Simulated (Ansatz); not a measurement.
# SiH4···HF: what the fields show

```yaml
atoms:
  - { symbol: Si, position_ang: [-0.3943, 0.1802, -0.4706] }
  - { symbol: F, position_ang: [-0.1079, -0.7848, 2.4628] }
  - { symbol: H, position_ang: [0.9912, 0.5581, -0.0855] }
  - { symbol: H, position_ang: [-0.7273, 0.7852, -1.7922] }
  - { symbol: H, position_ang: [-0.5399, -1.2972, -0.5484] }
  - { symbol: H, position_ang: [-1.3587, 0.7256, 0.5352] }
  - { symbol: H, position_ang: [-0.7974, -0.1670, 2.4102] }
```

Method: Ansatz, RKS B3LYP/def2-SVP.

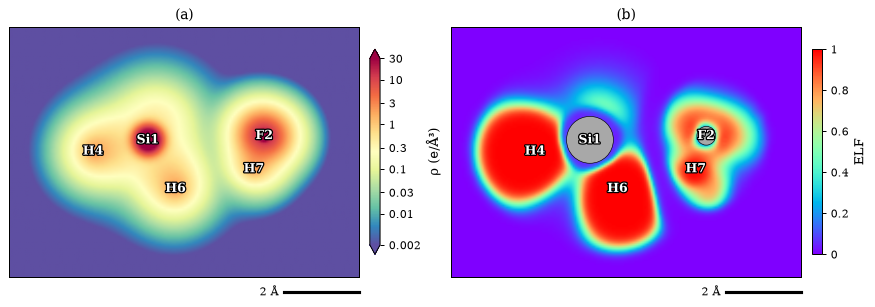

Figure 1. (a) total electron density; (b) electron localisation function on the plane of atoms H4, Si1 and H6. Grey discs cover the atomic cores in the ELF map.

Q: What does the map show?

A:
- The section cuts through Si, F and H sites.
- Si1···F2 (3.10 Å): the density falls to about 0.05 e/Å³ on the way; the ELF dips to about 0 between them.
- F–H (0.93 Å): ρ is about 4.6 e/Å³ halfway; the ELF climbs to about 1 towards the hydrogen, as it does in any bond to H: an ordinary covalent bond to hydrogen.
- Si–H (1.49 Å): ρ at the midpoint is about 0.76 e/Å³; the ELF climbs to about 1 towards the hydrogen.
- The ELF also peaks beside F2, away from the bonds: lone-pair regions.

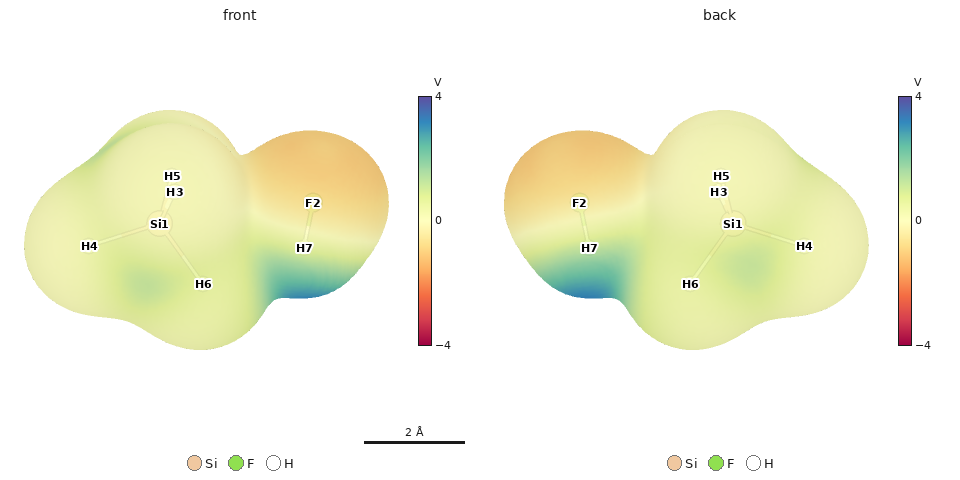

Figure 2. The electrostatic potential painted on the density surface at 0.002 e/bohr³, seen from the front and from behind; red is negative and blue positive.

Q: Where is the surface potential most negative and most positive?

A: The most negative region (about −1.1 V) lies over F2, the most positive (about +3.1 V) over H7.

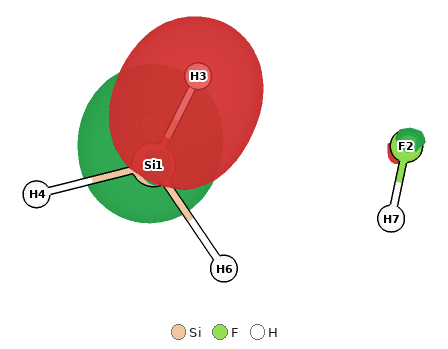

Figure 3. The HOMO−1 at ±0.2 Å⁻³ᐟ² (green and red are the two phases), seen at a tilt.

Q: Where does this orbital lie, and at what energy?

A: It lies mainly on Si1 (about 45 %), H3 (about 25 %) and H5 (about 25 %). Its energy is −9.65 eV.

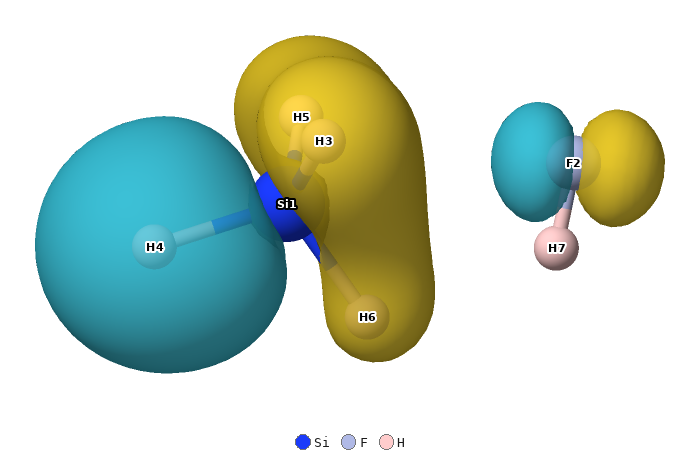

Figure 4. The HOMO at ±0.08 Å⁻³ᐟ² (yellow and cyan are the two phases), seen across its widest extent.

Q: What is the character of this orbital?

A: Its weight (Hirshfeld) is mainly on Si1 (about 40 %), H4 (about 35 %), H3 (about 5 %), H5 (about 5 %) and F2 (about 5 %). Its energy is −9.51 eV.
